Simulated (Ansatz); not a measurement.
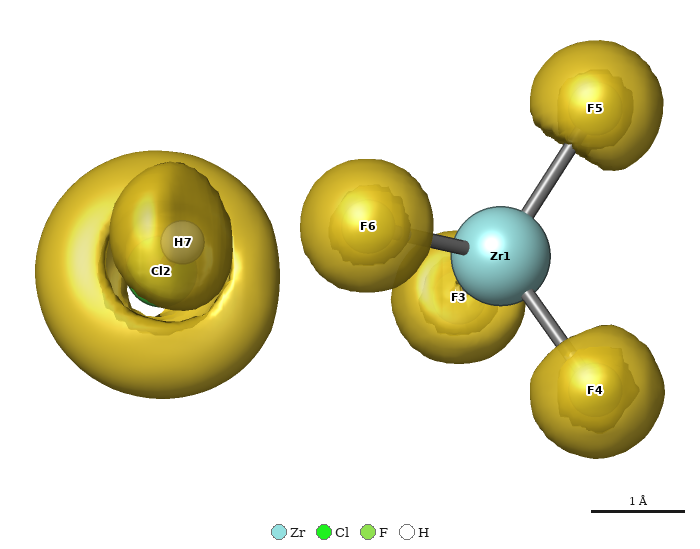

The picture shows: F4Zr···HCl. Isosurface of the electron localisation function at 0.8 (yellow), seen from one side. Core shells and regions of very low density are left out.

Core potentials replace the inner electrons of Zr; not at a stationary point (largest force 1.6 eV/Å).

Method: RHF/def2-SVP (Ansatz).

| atom | x (Å) | y (Å) | z (Å) |
| --- | --- | --- | --- |
| Zr | -0.4681 | 0.0000 | -0.4810 |
| Cl | 0.0005 | 0.0000 | 3.2091 |
| F | 1.3432 | 0.0000 | 0.0759 |
| F | -0.7243 | 1.5626 | -1.5174 |
| F | -0.7243 | -1.5626 | -1.5174 |
| F | -1.8797 | 0.0000 | 0.8675 |
| H | -1.2884 | 0.0000 | 2.9058 |

Q: Where are the electrons localised?

A: The surface consists of one region around a hydrogen nucleus, one ring or bowl of non-bonding electrons around Cl and four regions wrapped around F (the valence shell of each).

Values along the shortest contacts:
F6···H7 (2.12 Å): the ELF dips to about 0.05 between them. Zr–F (1.89 Å): the ELF peaks at about 0.85 in the valence shell of F, 0.5 Å from its nucleus, and drops to about 0.20 between the two atoms.
